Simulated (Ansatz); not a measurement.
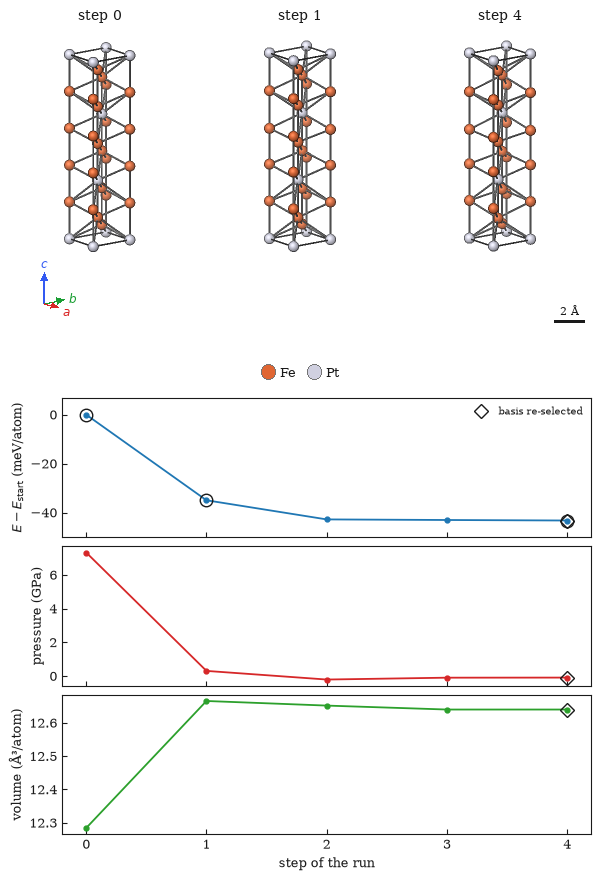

Frames of a relaxation of crystalline Fe$_{4}$Pt (a generated structure, set up in R-3m) (coarse preliminary run), marked on the history of the run. A ball-and-stick model of the conventional cell (3 times the calculation's cell), seen slightly off an axis. Lengths and directions refer to the drawn axes.

Theory: DFT PBE, scalar-relativistic, plane waves, PAW in Ansatz 0.2.0. Set-up: plane-wave cutoff 420 eV; k-point mesh 6 × 6 × 6; occupations gaussian; smearing width 0.1 eV; collinear spin; cell and atoms relaxed; force threshold 0.04 eV/Å; at most 70 steps.

Describe the path.

The energy falls by 43.2 meV per atom in 3 accepted moves (4 points after the start). The largest force component goes from 1.5 to 0.028 eV/Å. Pressure: 7.33 GPa at the start and −0.09 GPa at the end. The SCF was repeated once at an unchanged geometry on a basis and grid sized afresh for the cell, which shifted the energy by 0.2 meV per atom at most. The largest move relative to the cell is that of a Fe atom, 0.12 Å along −c. By element the largest moves are Fe 0.12 Å, Pt 0.04 Å. The drawn cell changes as follows: a = b 4.111 → 4.159 Å (+1.2 %), c 12.588 → 12.655 Å (+0.5 %); the volume changes by +2.9 %. Some distances before and after: Fe–Fe 2.518 → 2.348 Å, Fe–Pt 2.518 → 2.644 Å, Fe–Pt 2.518 → 2.604 Å, Fe–Fe 2.518 → 2.602 Å. The space group (tolerance 0.01 Å) goes from R-3m (No. 166) to R3m (No. 160). From step 0 to 1: a Fe atom moves most (0.07 Å), volume +3.1 %, energy −35.0 meV per atom. From step 1 to 4: a Fe atom moves most (0.06 Å), volume −0.2 %, energy −8.3 meV per atom.
